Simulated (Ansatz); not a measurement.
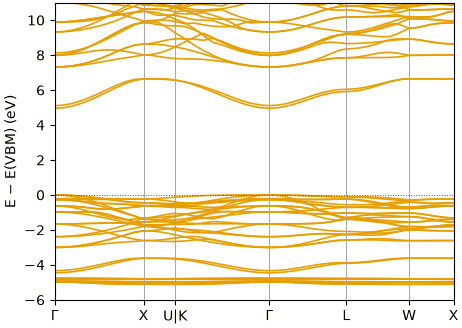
Figure: Band structure from r²SCAN (plane waves, PAW; program Ansatz)

**Question.** Read off the gap and where the band edges lie.

**Answer.** About 5.0 eV (4.96 eV by a search for the band edges); maximum at Γ, minimum at Γ.

The material is Li2ZnCl4 (spinel, Fd-3m).

The workflow started from a Materials Project entry (that database holds measured and hypothetical structures alike); the Crystallography Open Database files this formula in space group No. 227, but the cells were not matched. Whether it is the stable phase at ambient conditions was not checked. The cell was relaxed with r²SCAN under the symmetry of its start; its stability against distortions is not shown here.

Potentials: the later of the program's two PAW sets.
